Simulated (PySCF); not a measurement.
System: C5H4O3 (SMILES O=C(O)c1ccoc1).

```xyz
12

O     2.1730   -1.2233    0.6537
C     1.5723   -0.3405    0.0936
O     2.1924    0.6104   -0.6229
C     0.1194   -0.1749    0.1086
C    -0.6610    0.8359   -0.5250
C    -1.9501    0.5516   -0.2113
O    -2.0226   -0.5495    0.5622
C    -0.7808   -0.9853    0.7540
H     3.1502    0.4601   -0.6049
H    -0.2887    1.6424   -1.1206
H    -2.8727    1.0349   -0.4646
H    -0.6303   -1.8624    1.3510
```

Geometry: GFN2-xTB.

These are results of PySCF, PBE0/pcSseg-1, SCF density, gas phase, non-relativistic, not measurements.

Question: What can the converged electron density and electron localisation function tell about the bonding?

Answer: C–O (1.21 Å): the density is about 3.3 e/Å³ at the midpoint; the ELF peaks at about 0.85 between the atoms: a multiple bond.
C–C (1.36 Å): ρ at the midpoint is about 2.2 e/Å³; the ELF peaks at about 0.95 between the atoms (a covalent bond).
O–H (0.97 Å): ρ is about 3.7 e/Å³ halfway; the ELF climbs to about 1 towards the hydrogen, as it does in any bond to H: an ordinary covalent bond to hydrogen.
C–O (1.33 Å): the density is about 2.5 e/Å³ at the midpoint; the ELF peaks at about 0.90 between the atoms, as expected for a shared but strongly polarised pair.

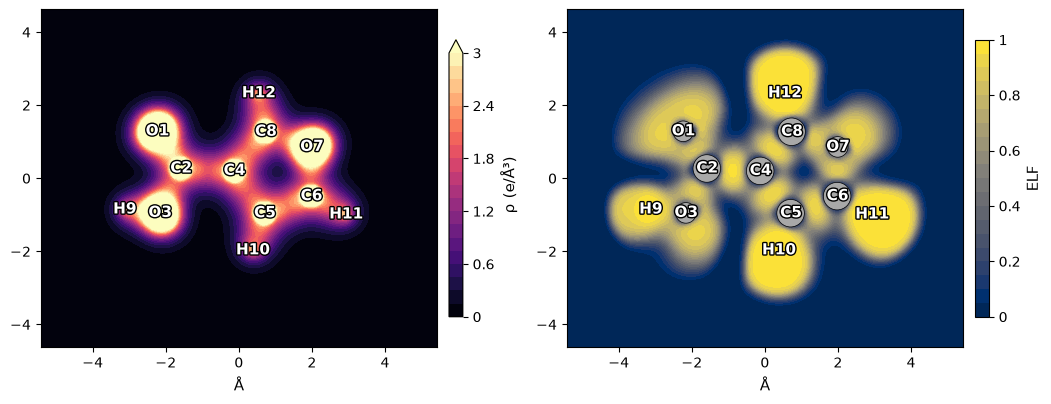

Computed electron density and electron localisation function on the molecular plane, in this order. Grey discs cover the atomic cores in the ELF map. 
